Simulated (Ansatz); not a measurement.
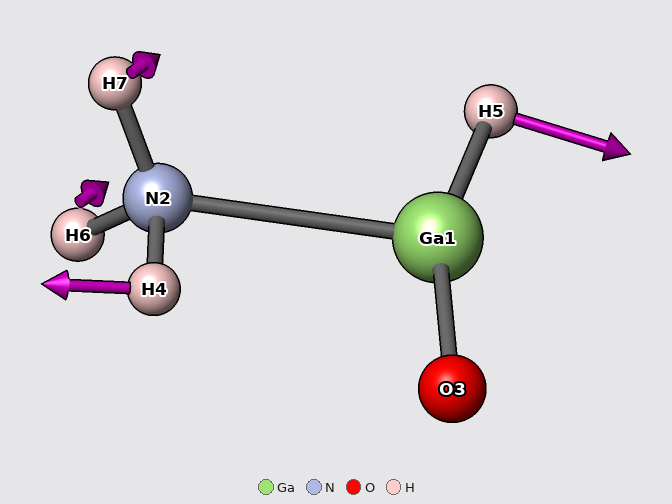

The arrows show one normal mode. Harmonic vibrations computed with RKS PBE0-D4/def2-TZVP (Ansatz 0.2.0) at a stationary point of the same level.

Question: What kind of motion is it?

Answer: Mostly angle bending.

Question: Estimate its harmonic wavenumber.

Answer: 655 cm⁻¹; it is mode 7 of 15 counted from the lowest.
